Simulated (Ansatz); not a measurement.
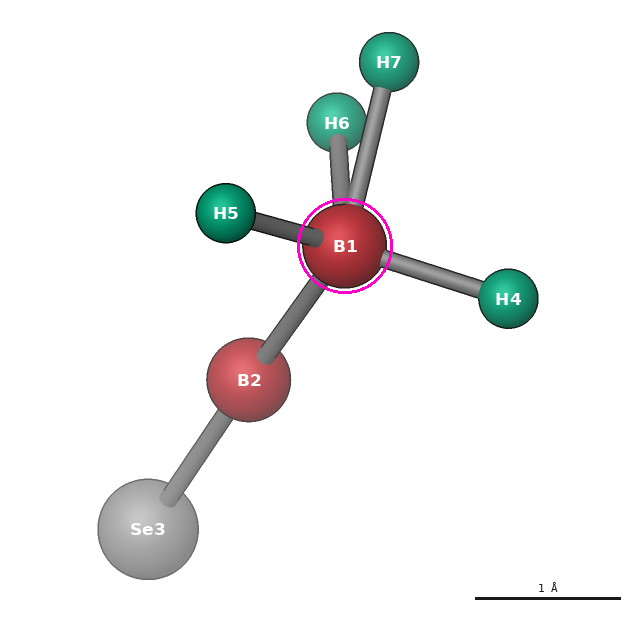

Orthographic view. Atoms fade into the background with distance from the viewer. The computed structure is the end point of a PBE-D4/def2-SVP optimisation. No frequency run is at hand to confirm it as a minimum.

Question: Name the neighbours of the circled atom.

Answer: The circled atom is B1; it is bonded to B2, H4, H5, H6, H7.

Question: Of B1 and H6, which is nearer the viewer?

Answer: B1; the bond to H6 points away from the viewer, so it looks shorter than its 1.32 Å.

Question: Which atom is farthest from the viewer?

Answer: Se3, 1.9 Å behind the mean position.

Question: Which atom is nearest the viewer?

Answer: H5, 1.4 Å in front of the mean position.
